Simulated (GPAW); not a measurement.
# Core-hole calculation of the Ru L₃ edge in NbRu (Pm-3m), part 3 of 3

How does the Ru L₃ edge of NbRu (Pm-3m) move when the bonds are compressed or stretched?

GPAW 26.7.0; X-ray absorption from dipole matrix elements to empty bands, plane-wave PAW LDA.

So far. Step 4 (Spectrum with XCH, Ru atom 1): The energy difference (zero at 2870 eV) isn't read as a photon energy: for so heavy an absorber the terms left out (core spin–orbit splitting, the hole's spin, the functional's error) amount to tens of eV or more. Step 6 (Spectrum with XCH, Ru atom 1): The scaled spectrum changes by 10 % r.m.s. The highest intensity below 24 eV goes from 0.8 eV (2.86) to 0.8 eV (2.73).

**8. Spectrum with XCH, Ru atom 1**

Shorter bonds are expected to push antibonding states and scattering resonances up, and longer ones down; the cell is scaled to test that.

Changed against the first core-hole run: volume scale from 1 to 1.03.

xas.py reads:

```python
import numpy as np
from ase import Atoms
from ase.parallel import parprint, paropen
from gpaw import GPAW, PW, FermiDirac, Mixer, MixerDif, setup_paths
from gpaw.test import gen
setup_paths.insert(0, '.')
gen('Ru', name='fch2p', xcname='LDA', corehole=(2, 1, 1), write_xml=True)
from gpaw.mpi import world
world.barrier()

atoms = Atoms('Ru4Nb4',
    cell=[[3.2155268, 3.2155268, 3.2155268],
     [-3.2155268, 3.2155268, -3.2155268],
     [-3.2155268, 3.2155268, 3.2155268]],
    scaled_positions=[[0.5, 0, 0],
     [0, 0.5, 0],
     [0.5, 0.5, 0.5],
     [0, 0, 0.5],
     [0, 0, 0],
     [0.5, 0.5, 0],
     [0, 0.5, 0.5],
     [0.5, 0, 0.5]],
    pbc=True)
atoms.calc = calc = GPAW(legacy_gpaw=True, mode=PW(430), xc='LDA', setups={0: 'fch2p'},
    kpts={'size': (6, 6, 6), 'gamma': True}, occupations=FermiDirac(0.1),
    charge=-1, mixer=Mixer(0.1, 5, 50), maxiter=150,
    convergence={'density': 0.0001}, txt='scf.txt')
energy = atoms.get_potential_energy() + calc.get_reference_energy()
ef = calc.get_fermi_level()
out = dict(energy=energy, fermi=ef, forces=atoms.get_forces().tolist())
parprint(f'all-electron energy {energy:.4f} eV, Fermi level {ef:.4f} eV')
ev = np.array([[calc.get_eigenvalues(k, s) for k in range(len(calc.get_ibz_k_points()))] for s in range(calc.get_number_of_spins())])
out['homo'], out['lumo'], out['counts'] = ev[ev < ef].max(), ev[ev > ef].min(), sorted(set((ev < ef).sum((0, 2)).tolist()))
out['filled'] = (ev[:, 0] < ef).sum(1).tolist()

from ase.units import Ha
from gpaw.xas import dipole_matrix_elements
nb = int(calc.get_number_of_electrons() / 2) + 122
top, nb = nb, nb + 8 + nb // 12
nscf = calc.fixed_density(kpts={'size': (6, 6, 6), 'gamma': True}, nbands=nb,
    convergence={'bands': top, 'eigenstates': 1e-5}, maxiter=60, txt='nscf.txt')
cell = atoms.cell.array
ops = [cell.T @ U.T @ np.linalg.inv(cell.T) for U in nscf.wfs.kd.symmetry.op_scc]
E = np.arange(-6, 34, 0.1)
fwhm = np.interp(E, [4, 25], [2, 3.5])
Y, X, zero, highest = 0, 0, 1e9, 1e9
for spin in range(nscf.get_number_of_spins()):
    wfs = nscf.wfs
    A = dipole_matrix_elements(wfs.setups[0])
    eps = np.zeros((wfs.kd.nibzkpts, nb))
    d = np.zeros((3, A.shape[1], wfs.kd.nibzkpts, nb), complex)
    for kpt in wfs.kpt_u:
        if kpt.s == spin and 0 in kpt.P_ani:
            eps[kpt.k] = kpt.eps_n * Ha
            d[:, :, kpt.k] = (kpt.weight * wfs.nspins / 2) ** 0.5 * np.inner(A, kpt.P_ani[0])
    world.sum(eps)
    world.sum(d)
    T = np.einsum('amkn,bmkn->abkn', d, d.conj()).real
    T = sum(np.einsum('ai,ijkn,bj->abkn', R, T, R) for R in ops) / len(ops)
    empty = eps > ef
    zero, highest = min(zero, eps[empty].min()), min(highest, eps[:, top - 1].min())
    lines = [(eps, T, empty)] if spin == 0 else lines + [(eps, T, empty)]
for eps, T, empty in lines:
    f = np.einsum('aakn->akn', T).reshape(3, -1)
    x = eps.ravel() - zero
    w = np.interp(x, E, fwhm) / 2.35482
    g = np.exp(-0.5 * ((E[:, None] - x) / w) ** 2) / (w * (2 * np.pi) ** 0.5)
    Y = Y + (f * empty.ravel()) @ g.T
    X = X + (f * ~empty.ravel()) @ g.T
out.update(E=E.round(2).tolist(), xas=Y.tolist(), xes=X.tolist(), zero=zero, valid=highest - zero, nk=len(eps), nb=nb)
for i in range(0, len(E), 10):
    parprint(f'{E[i]:7.2f}', *(f'{v:10.3e}' for v in Y[:, i]))
import json
with paropen('out.json', 'w') as f:
    json.dump(out, f)
```

Run with:

```console
$ OMP_NUM_THREADS=1 mpirun -n 2 gpaw python xas.py
```

Numbers of over 12 decimals in the logs are rounded to 6 here.

Log:

```text
Input parameters:
  charge: -1
  convergence: {density: 0.0001}
  kpts: {gamma: True,
         size: (6, 6, 6)}
  maxiter: 150
  mixer: {backend: pulay,
          beta: 0.1,
          method: separate,
          nmaxold: 5,
          weight: 50}
  mode: {ecut: 430.0,
         name: pw}
  occupations: {fixmagmom: False,
                name: fermi-dirac,
                width: 0.1}
  setups: {0: fch2p}

Initialize ...

[...]
*d    :     0.368744
--------------------------------

Diagonalizing with gridspacing h=0.050

state   all-electron     PAW
-------------------------------
4s:      -3.373979    -3.374511
4p:      -2.246267    -2.246716
4d:      -0.631256    -0.632596
*f:                   -0.023373
-------------------------------
all-electron energy -904895.8788 eV, Fermi level 11.7007 eV
[...]
32.00  6.028e-06  6.028e-06  6.028e-06
  33.00  5.521e-06  5.521e-06  5.521e-06
[key lines of the parts left out:]
Converged after 17 iterations.
Dipole moment: (-0.000000, 0.000000, 0.000000) |e|*Ang
Free energy:    -99.405537
Fermi level: 11.70072
```

It took 6.4 min on 2 MPI ranks of Arm Neoverse V1, shared host; peak memory 0.55 GiB.

```csv
E (eV),first run,this run
-2.0,0.06,0.06
-1.0,0.69,0.70
0.0,2.27,2.32
1.0,2.82,2.87
2.0,2.21,2.25
3.0,1.67,1.62
4.0,0.88,0.83
5.0,0.55,0.55
6.0,0.48,0.48
7.0,0.43,0.43
8.0,0.40,0.42
9.0,0.52,0.60
10.0,0.76,0.81
11.0,0.89,0.89
12.0,0.96,0.94
13.0,1.01,1.00
14.0,1.04,1.02
15.0,0.98,0.93
16.0,0.80,0.76
17.0,0.67,0.67
18.0,0.69,0.71
19.0,0.73,0.71
20.0,0.67,0.64
21.0,0.60,0.61
22.0,0.64,0.70
23.0,0.74,0.78
24.0,0.79,0.80
25.0,0.76,0.75
26.0,0.72,0.71
27.0,0.70,0.70
28.0,0.69,0.69
29.0,0.67,0.66
30.0,0.65,0.68
31.0,0.69,0.73
32.0,0.74,0.74
```

The scaled spectrum changes by 3 % r.m.s. The highest intensity below 24 eV stays at 0.8 eV.

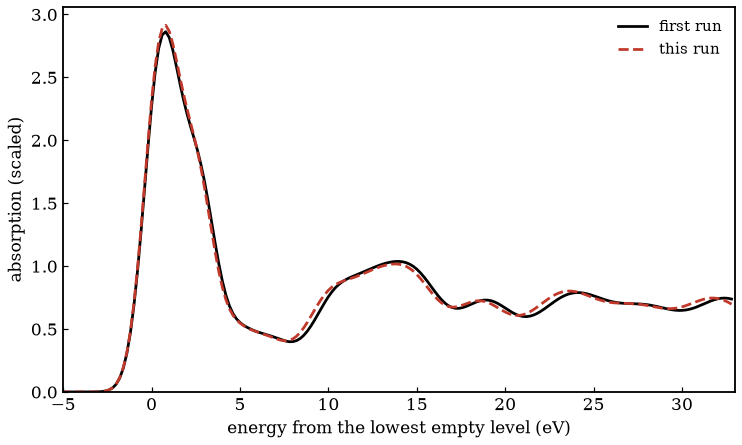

The effect of the change (volume scale from 1 to 1.03).

The photon energy of the zero moves by -0.04 eV.

**9. Supercell without a hole, the energy reference**

The cell and mesh change for the next run, so it gets a reference energy of its own.

The cell differs from the one that the last finished run ended in (a 5.569 → 5.676 Å, b 5.569 → 5.676 Å, c 5.569 → 5.676 Å).

scf.py reads:

```python
import numpy as np
from ase import Atoms
from ase.parallel import parprint, paropen
from gpaw import GPAW, PW, FermiDirac, Mixer, MixerDif, setup_paths
from gpaw.test import gen
setup_paths.insert(0, '.')
gen('Ru', name='nch2p', xcname='LDA', corehole=(2, 1, 0), write_xml=True)
from gpaw.mpi import world
world.barrier()

atoms = Atoms('Ru4Nb4',
    cell=[[3.27678961, 3.27678961, 3.27678961],
     [-3.27678961, 3.27678961, -3.27678961],
     [-3.27678961, 3.27678961, 3.27678961]],
    scaled_positions=[[0.5, 0, 0],
     [0, 0.5, 0],
     [0.5, 0.5, 0.5],
     [0, 0, 0.5],
     [0, 0, 0],
     [0.5, 0.5, 0],
     [0, 0.5, 0.5],
     [0.5, 0, 0.5]],
    pbc=True)
atoms.calc = calc = GPAW(legacy_gpaw=True, mode=PW(430), xc='LDA', setups={0: 'nch2p'},
    kpts={'size': (5, 5, 5), 'gamma': True}, occupations=FermiDirac(0.1),
    charge=0, mixer=Mixer(0.1, 5, 50), maxiter=150,
    convergence={'density': 0.0001}, txt='scf.txt')
energy = atoms.get_potential_energy() + calc.get_reference_energy()
ef = calc.get_fermi_level()
out = dict(energy=energy, fermi=ef, forces=atoms.get_forces().tolist())
parprint(f'all-electron energy {energy:.4f} eV, Fermi level {ef:.4f} eV')
ev = np.array([[calc.get_eigenvalues(k, s) for k in range(len(calc.get_ibz_k_points()))] for s in range(calc.get_number_of_spins())])
out['homo'], out['lumo'], out['counts'] = ev[ev < ef].max(), ev[ev > ef].min(), sorted(set((ev < ef).sum((0, 2)).tolist()))
out['filled'] = (ev[:, 0] < ef).sum(1).tolist()
import json
with paropen('out.json', 'w') as f:
    json.dump(out, f)
```

Run with:

```console
$ OMP_NUM_THREADS=1 mpirun -n 2 gpaw python scf.py
```

Log:

```text
Input parameters:
  convergence: {density: 0.0001}
  kpts: {gamma: True,
         size: (5, 5, 5)}
  maxiter: 150
  mixer: {backend: pulay,
          beta: 0.1,
          method: separate,
          nmaxold: 5,
          weight: 50}
  mode: {ecut: 430.0,
         name: pw}
  occupations: {fixmagmom: False,
                name: fermi-dirac,
                width: 0.1}
  setups: {0: nch2p}

Initialize ...

[...]
5s(1) :    -0.165642     1.006927
4p(6) :    -1.710171     0.232766
5p(0) :    -0.037961     0.989362
4d(7) :    -0.198508     0.557875
*d    :     0.801492
--------------------------------

Diagonalizing with gridspacing h=0.050

state   all-electron     PAW
-------------------------------
4s:      -2.807098    -2.807664
4p:      -1.710171    -1.710635
4d:      -0.198508    -0.199753
*f:                    0.068975
-------------------------------
all-electron energy -907764.3454 eV, Fermi level 10.9733 eV
[key lines of the parts left out:]
Converged after 15 iterations.
Dipole moment: (-0.000000, -0.000000, -0.000000) |e|*Ang
Free energy:    -88.786020
Fermi level: 10.97331
```

It took 73 s on 2 MPI ranks; peak memory 0.28 GiB.

Reference energy: -907764.345 eV with the cores included.

**10. Spectrum with XCH, Ru atom 1**

Shorter bonds are expected to push antibonding states and scattering resonances up, and longer ones down; the cell is scaled to test that.

Changed against the first core-hole run: volume scale from 1 to 1.09; the field's mesh follows (6×6×6 to 5×5×5).

xas.py, as its differences from that of step 8:

```diff
@@ -11,5 +11,5 @@
 atoms = Atoms('Ru4Nb4',
-    cell=[[3.2155268, 3.2155268, 3.2155268],
-     [-3.2155268, 3.2155268, -3.2155268],
-     [-3.2155268, 3.2155268, 3.2155268]],
+    cell=[[3.27678961, 3.27678961, 3.27678961],
+     [-3.27678961, 3.27678961, -3.27678961],
+     [-3.27678961, 3.27678961, 3.27678961]],
     scaled_positions=[[0.5, 0, 0],
@@ -24,3 +24,3 @@
 atoms.calc = calc = GPAW(legacy_gpaw=True, mode=PW(430), xc='LDA', setups={0: 'fch2p'},
-    kpts={'size': (6, 6, 6), 'gamma': True}, occupations=FermiDirac(0.1),
+    kpts={'size': (5, 5, 5), 'gamma': True}, occupations=FermiDirac(0.1),
     charge=-1, mixer=Mixer(0.1, 5, 50), maxiter=150,
@@ -37,3 +37,3 @@
 from gpaw.xas import dipole_matrix_elements
-nb = int(calc.get_number_of_electrons() / 2) + 122
+nb = int(calc.get_number_of_electrons() / 2) + 127
 top, nb = nb, nb + 8 + nb // 12
```

Run with:

```console
$ OMP_NUM_THREADS=1 mpirun -n 2 gpaw python xas.py
```

Log:

```text
Input parameters:
  charge: -1
  convergence: {density: 0.0001}
  kpts: {gamma: True,
         size: (5, 5, 5)}
  maxiter: 150
  mixer: {backend: pulay,
          beta: 0.1,
          method: separate,
          nmaxold: 5,
          weight: 50}
  mode: {ecut: 430.0,
         name: pw}
  occupations: {fixmagmom: False,
                name: fermi-dirac,
                width: 0.1}
  setups: {0: fch2p}

Initialize ...

[...]
*d    :     0.368744
--------------------------------

Diagonalizing with gridspacing h=0.050

state   all-electron     PAW
-------------------------------
4s:      -3.373979    -3.374511
4p:      -2.246267    -2.246716
4d:      -0.631256    -0.632596
*f:                   -0.023373
-------------------------------
all-electron energy -904894.7555 eV, Fermi level 10.8091 eV
[...]
32.00  5.326e-06  5.326e-06  5.326e-06
  33.00  4.736e-06  4.736e-06  4.736e-06
[key lines of the parts left out:]
Converged after 20 iterations.
Dipole moment: (-0.000000, -0.000000, -0.000000) |e|*Ang
Free energy:    -98.282958
Fermi level: 10.80913
```

The job ended after 6.2 min (2 MPI ranks; peak memory 0.56 GiB).

```csv
E (eV),first run,this run
-2.0,0.06,0.06
-1.0,0.69,0.70
0.0,2.27,2.36
1.0,2.82,2.95
2.0,2.21,2.32
3.0,1.67,1.51
4.0,0.88,0.76
5.0,0.55,0.54
6.0,0.48,0.47
7.0,0.43,0.43
8.0,0.40,0.52
9.0,0.52,0.74
10.0,0.76,0.84
11.0,0.89,0.87
12.0,0.96,0.93
13.0,1.01,0.98
14.0,1.04,0.97
15.0,0.98,0.86
16.0,0.80,0.72
17.0,0.67,0.70
18.0,0.69,0.71
19.0,0.73,0.66
20.0,0.67,0.63
21.0,0.60,0.70
22.0,0.64,0.80
23.0,0.74,0.83
24.0,0.79,0.77
25.0,0.76,0.73
26.0,0.72,0.71
27.0,0.70,0.71
28.0,0.69,0.69
29.0,0.67,0.71
30.0,0.65,0.75
31.0,0.69,0.74
32.0,0.74,0.67
```

Against the first run the r.m.s. difference is 8 %. The highest intensity below 24 eV goes from 0.8 eV (2.86) to 0.8 eV (2.99).

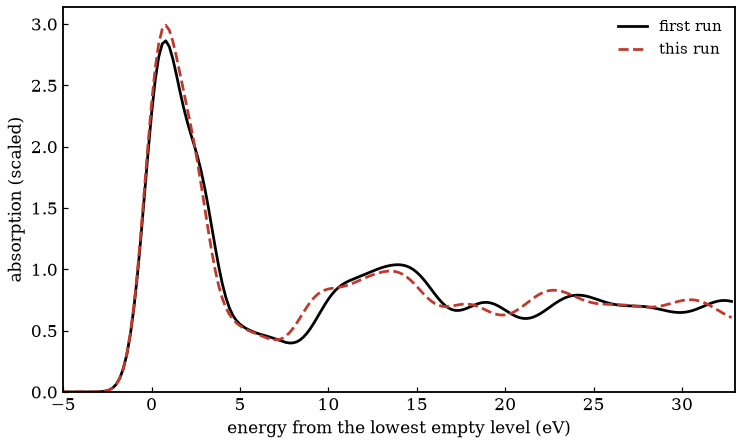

The effect of the change (volume scale from 1 to 1.09).

The photon energy of the zero moves by -0.11 eV.

**11. The volumes side by side**

```csv
volume,nearest distance (Å),shift of the zero (eV),maximum 1 (eV above own zero),maximum 2 (eV above own zero),maximum 3 (eV above own zero)
0.91,2.672,+0.11,0.8,14.4,25.8
1,2.757,+0.00,0.8,14.0,24.2
1.03,2.785,-0.04,0.8,13.8,23.6
1.09,2.838,-0.11,0.8,13.4,22.8
```

The curves, each shifted by its zero's change so that they share one photon-energy axis, counted from the zero at V × 1:

```csv
E (eV),V × 0.91,V × 1,V × 1.03,V × 1.09
-2.0,0.04,0.06,0.07,0.09
-1.0,0.54,0.69,0.75,0.86
0.0,1.99,2.27,2.37,2.51
1.0,2.71,2.82,2.85,2.90
2.0,2.14,2.21,2.23,2.24
3.0,1.79,1.67,1.59,1.40
4.0,1.19,0.88,0.81,0.72
5.0,0.61,0.55,0.54,0.53
6.0,0.49,0.48,0.47,0.46
7.0,0.45,0.43,0.42,0.43
8.0,0.42,0.40,0.43,0.54
9.0,0.38,0.52,0.61,0.76
10.0,0.48,0.76,0.81,0.84
11.0,0.73,0.89,0.89,0.87
12.0,0.96,0.96,0.94,0.93
13.0,1.07,1.01,1.00,0.98
14.0,1.11,1.04,1.01,0.97
15.0,1.11,0.98,0.93,0.84
16.0,1.00,0.80,0.76,0.71
17.0,0.79,0.67,0.67,0.70
18.0,0.65,0.69,0.71,0.71
19.0,0.68,0.73,0.71,0.65
20.0,0.75,0.67,0.63,0.63
21.0,0.71,0.60,0.62,0.71
22.0,0.61,0.64,0.70,0.81
23.0,0.57,0.74,0.79,0.82
24.0,0.65,0.79,0.80,0.77
25.0,0.73,0.76,0.75,0.72
26.0,0.76,0.72,0.71,0.71
27.0,0.73,0.70,0.70,0.70
28.0,0.70,0.69,0.69,0.69
29.0,0.69,0.67,0.66,0.71
30.0,0.68,0.65,0.68,0.75
31.0,0.63,0.69,0.73,0.74
32.0,0.61,0.74,0.74,0.66
```

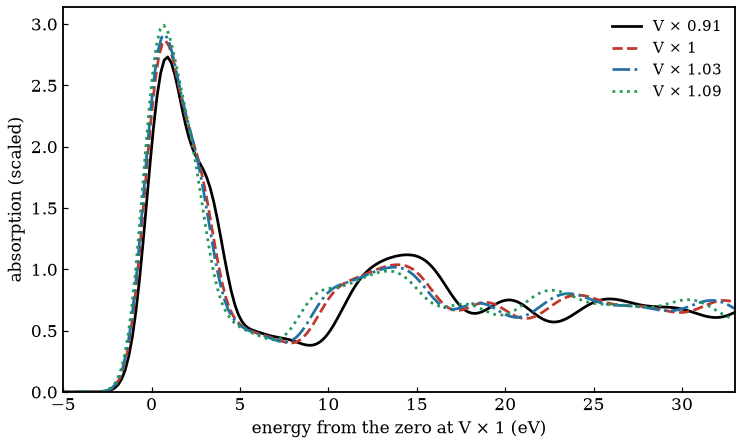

The edge at each volume, on one photon-energy scale.

**12. Results**

| Quantity | Value |
| --- | --- |
| absorber and edge | Ru L₃, atom 1 of the ground-state input (counted from 1) |
| surroundings | 8 Nb at 2.76 Å and 6 Ru at 3.18 Å (cube and octahedron, as in bcc, site symmetry m-3m) |
| highest intensity below 24 eV | 0.8 eV above the zero, height 2.86 |

What this shows: From V × 0.91 to V × 1.09 the nearest distance grows by 0.166 Å and the zero moves by -0.22 eV. Above their own zero, the maxima move from 0.8 to 0.8 eV, from 14.4 to 13.4 eV and from 25.8 to 22.8 eV. The one highest in energy moves most, in the direction that the rule ΔE·R² ≈ constant for scattering resonances gives. The Ru L₃ edge of atom 1, with 8 Nb at 2.76 Å and 6 Ru at 3.18 Å (cube and octahedron, as in bcc, site symmetry m-3m), has its highest intensity of the first 24 eV at 0.8 eV above the zero, 2.9 times the mean level of the first 20 eV (Gaussian full width 2 eV up to 4 eV, rising linearly to 3.5 eV at 25 eV). Only the L₃ part is meant: spin–orbit coupling of the core level isn't computed and the L₂ copy isn't added. The script folds with a Gaussian, whereas the core hole's own line is a Lorentzian, so the onset is too steep and the first peak too high. The holes are only 5.5 Å apart, so the shape is probably not converged with cell size; no larger cell was run here. Lifetime broadening is put in by hand, and intensities beyond about 20 eV depend on it and on the partial waves; weight that the partial waves miss at high energy is lost. The structure is a published determination, not relaxed.

[Banner, clock and machine lines of the logs are left out without a mark of their own.]

[Logs are printed without paths, hosts, clocks, repeated set-up lines and the standing remarks that a program may print on its own settings, such as how far it seeks lower states.]

[Hosts, paths, dates, database ids (printed as entryN), source tags and the programs' standing remarks are cut or masked in the printed files.]

[Lists of maxima count a maximum above −3 eV only where it reaches 4 % of the highest in the window and stands out from its surroundings by 2 % of it (1.5 % where it reaches 55 %); shoulders and weaker maxima are passed over, and of the rest the first, up to two pre-edge ones and the few strongest are named.]
